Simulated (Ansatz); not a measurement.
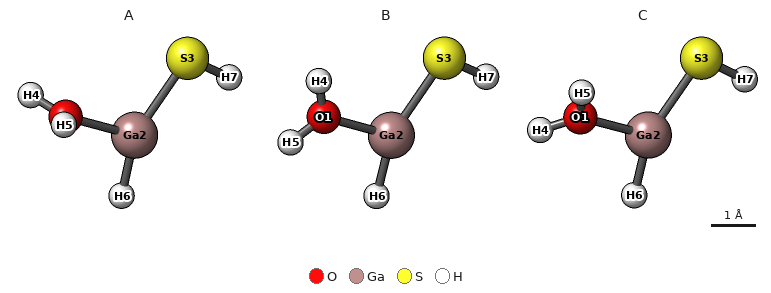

3 geometries from a converged minimum-energy path of GaH$_{4}$SO (charge +1), shuffled. A ball-and-stick model, seen at a tilt.

The calculation used Ansatz 0.2.0, RKS PBE0-D4/def2-SVP. Run with 5 movable images; climbing image; force threshold 0.05 eV/Å; iteration limit 45; starting path by image-dependent pair potential.

> One of them is the converged climbing image. Which?

A. In order along the path, whose images run from 0 to 6: B (image 0, 0.000 eV), A (image 3, +0.135 eV), C (image 5, +0.033 eV). The motion is a rotation about the O1–Ga2 bond by about 180°. No bond forms or breaks between the ends.

Cost: 3.4 min on 1 thread of Intel(R) Xeon(R) Processor @ 2.50GHz (Skylake/Cascade Lake), with other jobs on the host, peak memory 0.19 GiB.
